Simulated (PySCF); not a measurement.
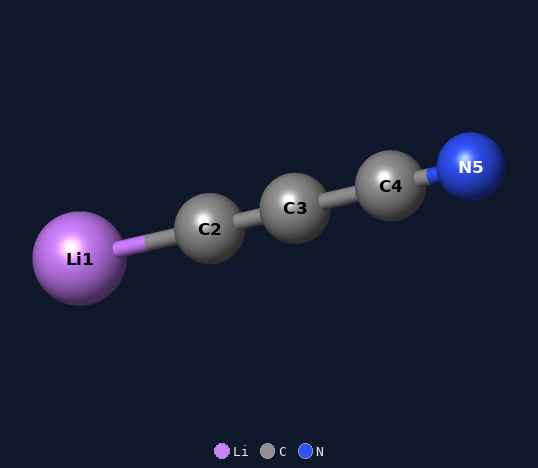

The geometry was computed by an optimisation with GFN2-xTB. No frequency run is at hand to confirm it as a minimum. Properties computed with B3LYP/pcJ-1 indirect spin-spin coupling, non-relativistic, gas phase (PySCF 2.14.0). Isotopes: 13C, 7Li, 15N.

Give the spin–spin coupling constants of these pairs, with the number of bonds between them: Li1/C2, C3/C4, Li1/C3, C2/C4, C3/N5, Li1/C4, C2/N5.

| pair | bonds apart | J (Hz) |
| --- | --- | --- |
| Li1, C2 | 1 | 97.4 |
| C3, C4 | 1 | 150.1 |
| Li1, C3 | 2 | 19.3 |
| C2, C4 | 2 | 8.8 |
| C3, N5 | 2 | 5.1 |
| Li1, C4 | 3 | 2.1 |
| C2, N5 | 3 | −10.8 |

The geometry is semi-empirical. Around Li such bond lengths and angles can be off by a tenth of an ångström or more and by several degrees, and values that hang on the shape move with them.
